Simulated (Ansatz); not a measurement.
**InF (SMILES [F][In]) at B3LYP/STO-3G**

What is the energy change on altering one bond length of InF at B3LYP/STO-3G? 

The results are computed with Ansatz 0.2.0.

45 further runs of the same task are left out: 5 that didn't finish, 40 set aside as unsound or not needed.

**1. The molecule**

InF has 2 atoms, charge 0, and is taken as a singlet. As SMILES, `[F][In]`. The shape comes from GFN2-xTB, which is rough for such elements, and wasn't checked as a minimum.

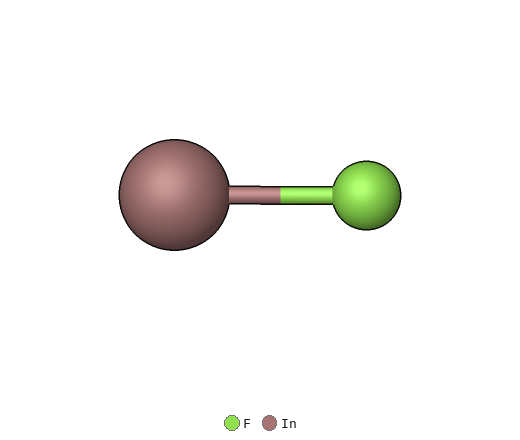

Viewed from a chosen angle; fluorine green, indium brown.

**2. The energy at B3LYP/STO-3G**

File in.yaml:

```yaml
crystal:
  periodic: [false, false, false]
  atoms:
    - {symbol: F, position_ang: [0.000000, 0.000000, 0.000000]}
    - {symbol: In, position_ang: [0.000000, 0.000000, 2.025490]}
basis:
  gaussian:
    orbitals: STO-3G
accuracy: high
hamiltonian:
  xc: {name: B3LYP}
```

Launch:

```bash
$ ansatz run in.yaml --threads 1 --pin off --max-ram 2610MiB --events-out events.jsonl --progress --plain --runs-dir runs
```

The program printed:

```text
Warning: RAYON_NUM_THREADS=1 ignored (pool sized by the plan → 1); use --threads N
Functional definition: B3LYP
  name "B3LYP"
  parameter a0 = 0.2
  parameter ax = 0.72
  parameter ac = 0.81
  exchange = (1 - a0 - ax)*slater_x + ax*b88_x + a0*exact_x
  correlation = (1 - ac)*vwn_rpa_c + ac*lyp_c
564 factors; integrals over basis functions are off by at most 4.4e-9 eV
mean field evaluation 1: about -157366.9408 eV, gradient 1.7e1 eV
mean field evaluation 2: about -157282.0614 eV, gradient 1.9e2 eV
mean field evaluation 4: about -157368.6966 eV, gradient 2.5e0 eV
mean field evaluation 8: about -157368.7126 eV, gradient 4.4e-2 eV
mean field evaluation 16: about -157368.7127 eV, gradient 1.6e-6 eV
mean field -157368.71265701 eV, -5783.1935218006 hartree, gradient 6.5e-9 eV, S^2 0.000000; 0 other end points of the search recorded, 0 dependent functions left out
reference -157368.71267913 eV, -5783.1935226135 hartree; 29, 29 occupied and 3, 3 virtual orbitals, 564 factors
Total energy: -157368.71267913 eV, -5783.1935226135 hartree
```

Wall time 1.2 s (1 thread of Arm Neoverse V2, shared host); peak memory 0.1 GiB.

**3. The distorted shape, same level**

File job.yaml:

```yaml
crystal:
  periodic: [false, false, false]
  atoms:
    - {symbol: F, position_ang: [0.000000, 0.000000, -0.506410]}
    - {symbol: In, position_ang: [0.000000, 0.000000, 2.025490]}
basis:
  gaussian: {orbitals: STO-3G}
accuracy: high
hamiltonian: {xc: {name: B3LYP}}
```

Launch:

```bash
$ ansatz run job.yaml --threads 1 --pin off --max-ram 2610MiB --events-out events.jsonl --progress --plain --runs-dir runs
```

The program printed:

```text
Warning: RAYON_NUM_THREADS=1 ignored (pool sized by the plan → 1); use --threads N
Functional definition: B3LYP
  name "B3LYP"
  parameter a0 = 0.2
  parameter ax = 0.72
  parameter ac = 0.81
  exchange = (1 - a0 - ax)*slater_x + ax*b88_x + a0*exact_x
  correlation = (1 - ac)*vwn_rpa_c + ac*lyp_c
557 factors; integrals over basis functions are off by at most 6.4e-9 eV
mean field evaluation 1: about -157362.0857 eV, gradient 2.0e1 eV
mean field evaluation 2: about -157096.7110 eV, gradient 1.5e2 eV
mean field evaluation 4: about -157363.9934 eV, gradient 1.7e1 eV
mean field evaluation 8: about -157366.3103 eV, gradient 1.1e0 eV
mean field evaluation 16: about -157366.2966 eV, gradient 4.5e-6 eV
mean field -157366.29656967 eV, -5783.1047322286 hartree, gradient 3.0e-8 eV, S^2 0.000000; 0 other end points of the search recorded, 0 dependent functions left out
reference -157366.29659194 eV, -5783.1047330469 hartree; 29, 29 occupied and 3, 3 virtual orbitals, 557 factors
Total energy: -157366.29659194 eV, -5783.1047330469 hartree
```

Wall time 1.1 s (1 thread of Arm Neoverse V2, shared host); peak memory 0.1 GiB.

**4. Outcome**

At B3LYP/STO-3G:

| quantity | value |
| --- | --- |
| first shape: total energy | -5783.19352 Eh |
| distorted shape: total energy | -5783.10473 Eh |
| energy change with the F1–In2 bond stretched from 2.025 to 2.532 Å | 2.416 eV |

With the F1–In2 bond stretched from 2.025 to 2.532 Å the energy rises by 2.42 eV (56 kcal/mol). The first shape isn't relaxed at this level, so the change isn't measured from a minimum. The minimal basis adds a large error of its own. Relativity is left out (first shape) although the molecule holds a heavy atom. Relativity is left out (distorted shape) although the molecule holds a heavy atom.
